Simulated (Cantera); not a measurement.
Input: 1 mol CHF₃, at 5.70 Pa.

Equilibrium computed with Cantera from the NASA thermochemical tables; the gas is ideal and each condensed phase is pure. Candidate condensed phases: C, C₆H₆, C₇H₈, C₈H₁₈; 95 gas species. Equilibrium is a limit: real reactors are often held back by kinetics, nucleation or transport.

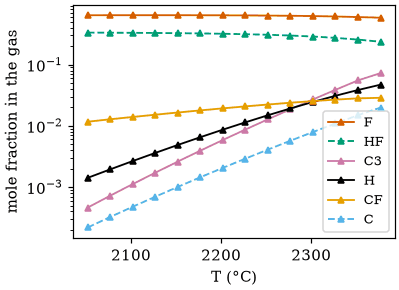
Equilibrium gas composition (values under 1e-9 drawn at 1e-9)

Question: Read off the mole fractions at 2252 °C.

Answer: F about 0.63, HF about 0.31, CF about 0.022, H about 0.015, C₃ about 0.013, C about 0.0041.
